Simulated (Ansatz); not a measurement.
# r2SCAN work function of a third face of Na from its PBE value

PBE and r2SCAN are run on the same slabs. If the two track each other from face to face, two faces calibrate the third.

How it was computed: Ansatz 0.2.0, plane waves with PAW datasets (its set soft_2) at their recommended cutoffs; symmetric slabs of 7 layers (11 for bcc (111)) cut at the tabulated experimental lattice constant, atoms at bulk places, 18 Å of vacuum, k-spacing 0.16 Å⁻¹ (2π included), Fermi-Dirac smearing of 0.1 eV, SCF threshold 1e-9 eV. The work function is the vacuum level less the Fermi level.

| run | PBE (eV) | r2SCAN (eV) |
| --- | --- | --- |
| Na(111) | 2.582 | 2.554 |
| Na(100) | 2.665 | ? |
| Na(110) | 2.836 | 2.843 |

**Question.** What value belongs in the row marked “?”, and how far can the other rows tell?

Two rows fix a line: slope = (2.843 − 2.554) / (2.836 − 2.582) = 1.1378, intercept −0.3838. At 2.665 it gives 1.1378 × 2.665 + (−0.3838) = 2.648 eV. Rounding of the rows alone allows about ±0.001 eV there; two rows can't show whether the line holds.

The run itself gives 2.665 eV: a miss of +0.017 eV. The plain offset, r2SCAN less PBE, runs from −0.028 to +0.007 eV over the three faces.

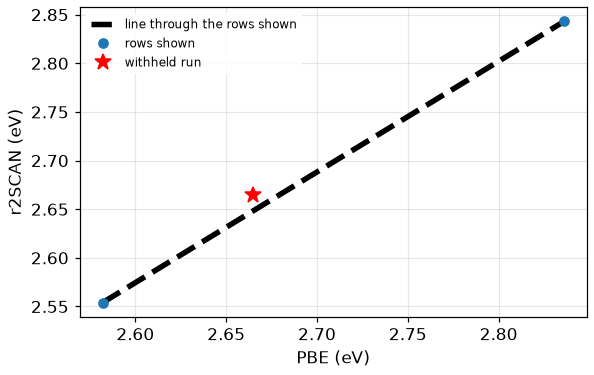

The fit and the withheld run.

Caveats: Unrelaxed, unreconstructed faces at one geometry; neither value is a test against experiment.
